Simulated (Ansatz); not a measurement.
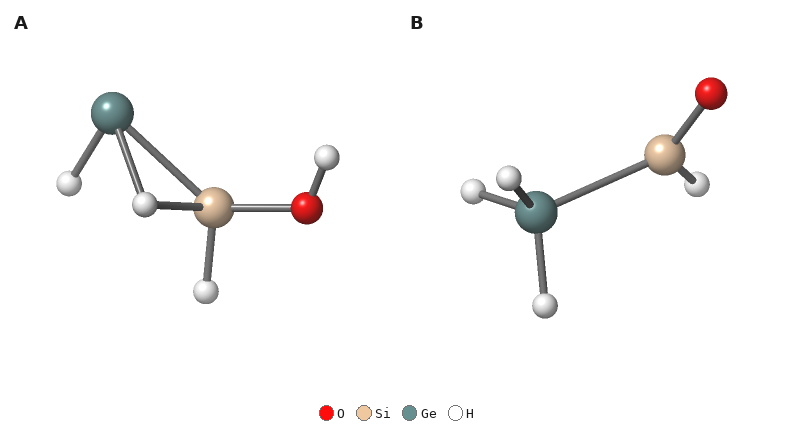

2 stationary structures of one formula. Geometries: PBE0-D4/def2-TZVP. Electronic energies: RHF-CCSD(T) (frozen core)/def2-TZVPP (Ansatz 0.2.0), without zero-point energy. No frequency run is at hand to confirm each as a minimum. Each is one conformer, not always the lowest.

> Rank them by energy, lowest first.

A is lowest (C1); B lies 10.1 kJ/mol above it (Cs).
